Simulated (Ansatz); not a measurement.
H₆OSi₃ (SMILES [SiH3][SiH]1O[SiH2]1)

Input file:

```
crystal:
  periodic: [false, false, false]
  atoms:
    - {symbol: Si, position_ang: [-1.396932, 0.924992, -0.990216]}
    - {symbol: Si, position_ang: [-0.332816, -0.600695, 0.419094]}
    - {symbol: O, position_ang: [1.052366, -1.341076, -0.248960]}
    - {symbol: Si, position_ang: [1.779248, -0.481287, 1.013000]}
    - {symbol: H, position_ang: [-2.075650, 0.235697, -2.120792]}
    - {symbol: H, position_ang: [-2.414280, 1.670375, -0.200848]}
    - {symbol: H, position_ang: [-0.392845, 1.879096, -1.527716]}
    - {symbol: H, position_ang: [-1.264862, -1.575881, 1.048746]}
    - {symbol: H, position_ang: [2.411002, -1.339624, 2.044885]}
    - {symbol: H, position_ang: [2.717767, 0.577304, 0.565707]}
basis:
  gaussian: {orbitals: def2-TZVPP}
hamiltonian: {xc: pbe0, dispersion: d4}
output: {orbitals: {seedname: orbitals}}
```

Command:

```sh
ansatz run in.yaml --threads 2 --pin off --events-out ev --progress --plain --max-ram 4352MiB
```

Geometry: PBE0-D4/def2-TZVP.

Theory: RKS PBE0-D4/def2-TZVPP in Ansatz.

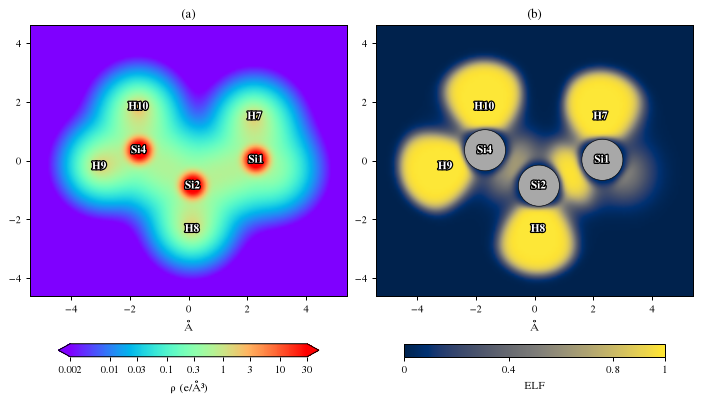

Figure 1. (a) total electron density; (b) ELF on the plane of atoms Si1, Si2 and Si4. Grey discs cover the atomic cores in the ELF map.

**What do the fields say about this system?**

The plane passes through Si and H nuclei. Si–Si (2.20 Å): ρ is about 0.6 e/Å³ halfway; the ELF peaks at about 0.65 between the atoms. Si–H (1.48 Å): ρ is about 0.83 e/Å³ halfway; the ELF climbs to about 1 towards the hydrogen, as it does in any bond to H. Si–Si (2.33 Å): ρ at the midpoint is about 0.65 e/Å³; the ELF peaks at about 1 between the atoms, as expected for a covalent bond.

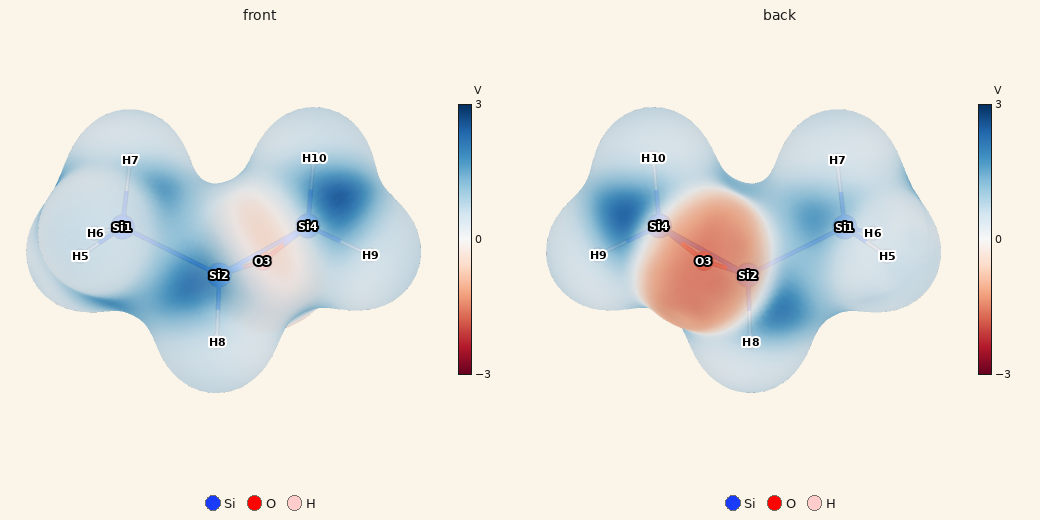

Figure 2. The electrostatic potential painted on the density surface at 0.004 e/bohr³, seen from the front and from behind; the colour scale runs from red (negative) to blue (positive).

**Where is the surface potential most negative and most positive?**

The most negative region (about −1.6 V) lies over O3, the most positive (about +2.3 V) over Si4. O3 is the likeliest acceptor of a hydrogen bond.

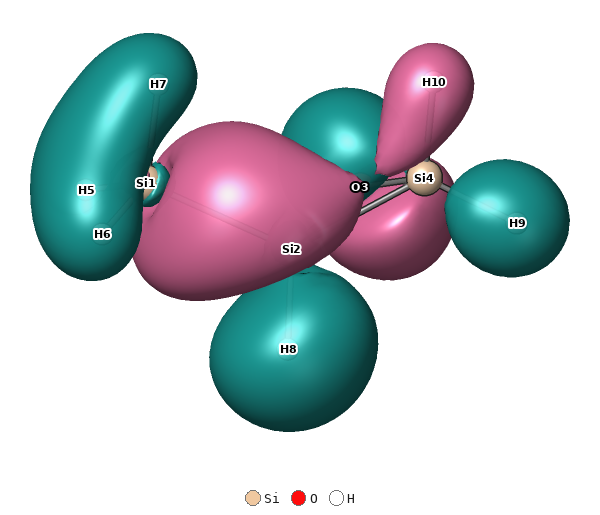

Figure 3. The HOMO−1 at ±0.06 Å⁻³ᐟ² (teal and pink are the two phases), seen at a tilt.

**Describe this orbital and give its energy.**

It lies mainly on O3 (about 30 %), Si2 (about 25 %), Si1 (about 20 %) and H8 (about 10 %). Its energy is −8.22 eV.
